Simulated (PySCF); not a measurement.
SMILES C[SiH2]NB(O)O at its CAM-B3LYP/def2-SVP optimised geometry (Å):

```
14

Si    -1.8215    -0.7550    -0.1993
C     -2.3575    -1.0647    -1.9654
N     -0.0974    -0.5766    -0.0111
B      0.6738     0.6420     0.0000
O      2.0400     0.6420     0.0000
O      0.0861     1.8720     0.0000
H     -2.2909    -1.8720     0.6685
H     -2.4373     0.5199     0.2793
H     -1.9156    -1.9938    -2.3572
H     -2.0438    -0.2380    -2.6208
H     -3.4529    -1.1588    -2.0317
H      0.4303    -1.4423     0.0480
H      2.4373    -0.2308    -0.0561
H     -0.8703     1.8509     0.1041
```

Calculation: CAM-B3LYP/def2-TZVP run with PySCF. Cells within 0.4 Å of a nucleus heavier than hydrogen are left out (blank, or x).

Map of the electrostatic potential (hartree/e), clipped to [-0.08, 0.12] on the plane z = 0.0 Å:

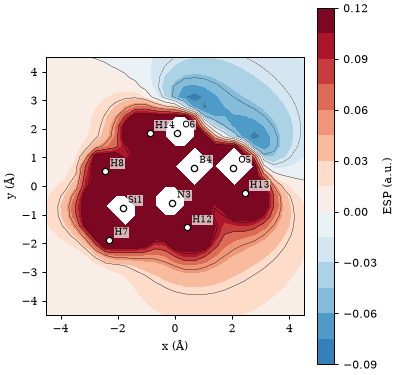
Electrostatic potential (hartree/e), clipped to [-0.08, 0.12] on the plane z = 0.0 Å.
